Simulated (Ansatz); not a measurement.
| atom | x (Å) | y (Å) | z (Å) |
| --- | --- | --- | --- |
| Ga | -0.4821 | -0.8067 | 0.3490 |
| O | -0.9491 | 0.8932 | -0.3807 |
| H | -0.5285 | -1.9315 | -0.7286 |
| H | -0.7687 | -0.8864 | 1.8839 |
| H | 0.5181 | 1.0569 | -0.2491 |
| S | 1.7525 | 0.3198 | 0.1008 |
| H | -1.4843 | 1.4550 | 0.1854 |
| H | 1.9420 | -0.1003 | -1.1606 |

A transition-state structure; geometry: PBE0-D4/def2-TZVP.

Computed with Ansatz 0.2.0, RKS PBE0-D4/def2-TZVPP.

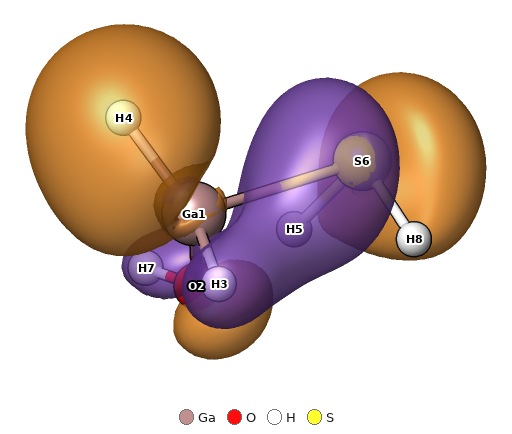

GaH₅OS. The HOMO−1 at ±0.08 Å⁻³ᐟ² (orange and purple are the two phases), seen from one side.

Q: Where does this orbital lie, and at what energy?

A: By Hirshfeld shares it lies mainly on S6 (about 35 %), H4 (about 30 %) and Ga1 (about 25 %). Its energy is −8.51 eV.
